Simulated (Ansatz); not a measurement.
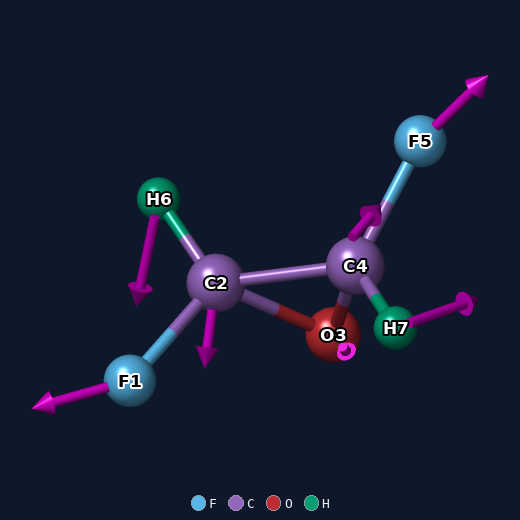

The arrows show one normal mode. Harmonic vibrations computed with RKS PBE0-D4/def2-TZVP (Ansatz 0.2.0) at a stationary point of the same level.

### Estimate its harmonic wavenumber.

521 cm⁻¹; it is mode 3 of 15 counted from the lowest.
